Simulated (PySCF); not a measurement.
## What a change does: NMR shielding calculation on C4H7N3Si

System: C4H7N3Si.
Method of run A: GIAO PBE0/pcSseg-1 NMR shielding, non-relativistic, IEF-PCM methanol (PySCF 2.14.0).

The geometry comes from this level: PBE0-D3(BJ)/def2-SVP. Text and figures count atoms from 1; the logs count them from 0 in places.

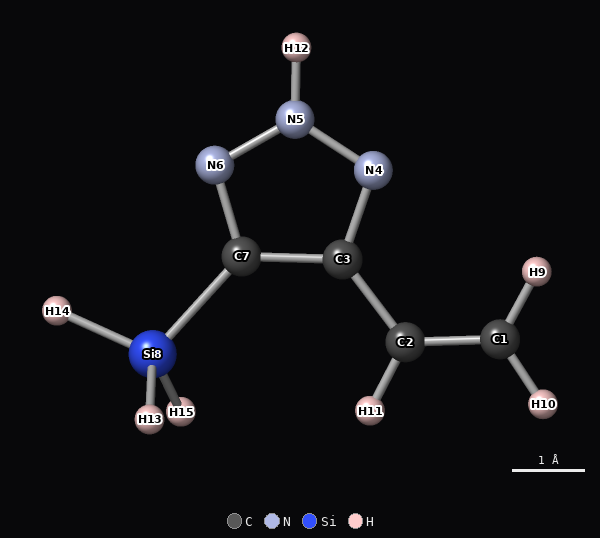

The structure (ball-and-stick view, seen on its broad side; atoms are numbered from 1 in the order of the input). Bond lengths as drawn: C–C 1.34 to 1.46 Å, C–H 1.09 to 1.10 Å, C–N 1.33 to 1.34 Å, C–Si 1.87 Å, H–N 1.01 Å, H–Si 1.49 Å and N–N 1.31 Å.

**Input, run A**
```
{"job": {"kind": "nmr", "xc": "PBE0", "basis": "pcSseg-1", "solvent": "methanol", "pop": true}, "charge": 0, "multiplicity": 1}
C      2.698311    -0.118327    -0.613580
C      1.474617    -0.444323    -0.184567
C      0.305879     0.422908    -0.260763
N      0.330800     1.651462    -0.781411
N     -0.905176     2.066857    -0.651070
N     -1.757170     1.240886    -0.095973
C     -1.022757     0.156166     0.176622
Si    -1.765514    -1.348939     1.008323
H      2.893337     0.858910    -1.063057
H      3.531623    -0.818555    -0.526415
H      1.299501    -1.428278     0.263051
H     -1.189445     2.987012    -0.968154
H     -1.159985    -1.543074     2.360884
H     -3.236080    -1.152928     1.135650
H     -1.481454    -2.572305     0.198466
```

The first line tells a small driver script what to run in PySCF; the rest is the geometry in Å.

Launched with:
```bash
OMP_NUM_THREADS=1 python <driver script> task.json out
```

Hardware: 1 CPU thread, shared host.

**Output (run A)**
```
coarse grid: 13496 points
cycle   1  E = -609.7074388754  dE =  1.305e+00  |g| = 4.522e-01  |ddm| = 3.777e+00
cycle   2  E = -609.6625481489  dE =  4.489e-02  |g| = 6.674e-01  |ddm| = 8.900e-01
cycle   3  E = -609.7555609477  dE = -9.301e-02  |g| = 8.132e-02  |ddm| = 4.672e-01
cycle   4  E = -609.7565433011  dE = -9.824e-04  |g| = 4.423e-02  |ddm| = 9.610e-02
cycle   5  E = -609.7569753298  dE = -4.320e-04  |g| = 1.272e-02  |ddm| = 4.102e-02
cycle   6  E = -609.7570098344  dE = -3.450e-05  |g| = 3.495e-03  |ddm| = 1.246e-02
cycle   7  E = -609.7570126670  dE = -2.833e-06  |g| = 9.745e-04  |ddm| = 3.414e-03
final grid: 127344 points
cycle   8  E = -609.7993099441  dE = -2.886e-05  |g| = 6.060e-03  |ddm| = 3.435e-02
cycle   9  E = -609.7993087178  dE =  1.226e-06  |g| = 6.684e-03  |ddm| = 1.198e-02
cycle  10  E = -609.7993183782  dE = -9.660e-06  |g| = 1.537e-03  |ddm| = 5.894e-03
cycle  11  E = -609.7993189176  dE = -5.394e-07  |g| = 2.227e-04  |ddm| = 1.385e-03
cycle  12  E = -609.7993189266  dE = -8.950e-09  |g| = 9.019e-05  |ddm| = 2.317e-04
cycle  13  E = -609.7993189283  dE = -1.764e-09  |g| = 3.179e-05  |ddm| = 9.738e-05
cycle  14  E = -609.7993189285  dE = -2.217e-10  |g| = 8.845e-06  |ddm| = 3.168e-05
converged SCF energy = -609.7993189285

GIAO shielding tensors (ppm)
atom      isotropic    diamagn.    paramagn.     s11        s22        s33       span
  0 C       58.299     252.984    -194.685    -55.153     61.780    168.270    223.423
  1 C       51.351     254.686    -203.336    -67.953     64.104    157.902    225.855
  2 C       28.275     251.030    -222.755    -43.467     11.557    116.734    160.200
  3 N      -74.734     330.382    -405.116   -294.399   -123.679    193.876    488.274
  4 N       -7.961     325.324    -333.285   -133.915     24.030     86.003    219.918
  5 N     -103.375     329.471    -432.846   -328.338   -154.662    172.875    501.213
  6 C       44.949     252.629    -207.680    -22.564     21.616    135.794    158.358
  7 Si     431.876     879.613    -447.737    410.662    427.192    457.774     47.112
  8 H       24.471      30.008      -5.537     22.270     22.471     28.671      6.402
  9 H       25.250      27.675      -2.425     22.925     24.114     28.712      5.788
 10 H       24.261      31.748      -7.488     21.076     22.522     29.184      8.108
 11 H       19.959      30.911     -10.952     13.788     22.204     23.884     10.096
 12 H       26.736      28.224      -1.488     23.572     25.050     31.588      8.016
 13 H       26.700      27.471      -0.772     22.908     25.667     31.523      8.615
 14 H       26.694      28.373      -1.679     23.320     25.424     31.340      8.019
```

For run B the input was changed thus:
```diff
-"solvent": "methanol"
-"pop": true
+"solvent": "tetrahydrofuran"
+"pop": false
```

Predict how the results change.

The total energy of run B is 1.1 kcal/mol higher: the change of the electrostatic solvation energy at this fixed geometry, without cavity or dispersion terms. Of all shieldings, the largest change is that of N6, by −1.2 ppm. The number of SCF iterations is the same.

**Output (run B)**
```
coarse grid: 13496 points
cycle   1  E = -609.7048395121  dE =  1.308e+00  |g| = 4.557e-01  |ddm| = 3.778e+00
cycle   2  E = -609.6571537841  dE =  4.769e-02  |g| = 6.788e-01  |ddm| = 9.049e-01
cycle   3  E = -609.7537083658  dE = -9.655e-02  |g| = 8.392e-02  |ddm| = 4.823e-01
cycle   4  E = -609.7547439255  dE = -1.036e-03  |g| = 4.633e-02  |ddm| = 1.008e-01
cycle   5  E = -609.7552175397  dE = -4.736e-04  |g| = 1.335e-02  |ddm| = 4.308e-02
cycle   6  E = -609.7552558425  dE = -3.830e-05  |g| = 3.560e-03  |ddm| = 1.303e-02
cycle   7  E = -609.7552587542  dE = -2.912e-06  |g| = 1.048e-03  |ddm| = 3.436e-03
final grid: 127344 points
cycle   8  E = -609.7975663387  dE = -2.867e-05  |g| = 6.124e-03  |ddm| = 3.436e-02
cycle   9  E = -609.7975646515  dE =  1.687e-06  |g| = 6.896e-03  |ddm| = 1.223e-02
cycle  10  E = -609.7975748942  dE = -1.024e-05  |g| = 1.605e-03  |ddm| = 6.129e-03
cycle  11  E = -609.7975754818  dE = -5.876e-07  |g| = 2.316e-04  |ddm| = 1.458e-03
cycle  12  E = -609.7975754912  dE = -9.423e-09  |g| = 1.004e-04  |ddm| = 2.484e-04
cycle  13  E = -609.7975754935  dE = -2.268e-09  |g| = 3.079e-05  |ddm| = 1.035e-04
cycle  14  E = -609.7975754937  dE = -2.035e-10  |g| = 9.854e-06  |ddm| = 3.161e-05
converged SCF energy = -609.7975754937

GIAO shielding tensors (ppm)
atom      isotropic    diamagn.    paramagn.     s11        s22        s33       span
  0 C       58.291     252.885    -194.594    -55.181     61.970    168.084    223.264
  1 C       51.489     254.726    -203.237    -67.720     64.617    157.572    225.293
  2 C       28.279     250.961    -222.682    -43.591     11.637    116.791    160.382
  3 N      -75.874     330.172    -406.046   -297.387   -123.653    193.417    490.804
  4 N       -7.009     325.550    -332.559   -133.453     27.106     85.320    218.773
  5 N     -104.580     329.171    -433.751   -331.738   -154.478    172.476    504.214
  6 C       45.074     252.592    -207.518    -22.633     22.067    135.789    158.422
  7 Si     432.006     879.614    -447.609    410.701    427.320    457.998     47.297
  8 H       24.471      30.002      -5.531     22.254     22.488     28.671      6.417
  9 H       25.296      27.711      -2.415     22.948     24.182     28.758      5.810
 10 H       24.313      31.814      -7.500     21.153     22.540     29.247      8.094
 11 H       20.062      31.070     -11.007     13.939     22.299     23.948     10.009
 12 H       26.745      28.237      -1.492     23.585     25.057     31.592      8.006
 13 H       26.684      27.459      -0.774     22.890     25.645     31.517      8.627
 14 H       26.708      28.393      -1.685     23.340     25.437     31.346      8.006
```

**The two runs side by side**

```tsv
quantity	run A	run B
outcome	converged	converged
total energy (hartree)	−609.799319	−609.797575
HOMO (eV)	−7.06	−7.05
LUMO (eV)	−1.08	−1.07
dipole moment (D)	0.56	0.57
shielding of C2 (ppm)	51.4	51.5
shielding of N4 (ppm)	−74.7	−75.9
shielding of N5 (ppm)	−8.0	−7.0
shielding of N6 (ppm)	−103.4	−104.6
shielding of C7 (ppm)	44.9	45.1
shielding of Si8 (ppm)	431.9	432.0
shielding of H12 (ppm)	20.0	20.1
SCF iterations	14	14
basis functions	178	178
wall time (shared host)	38 s	35 s
```
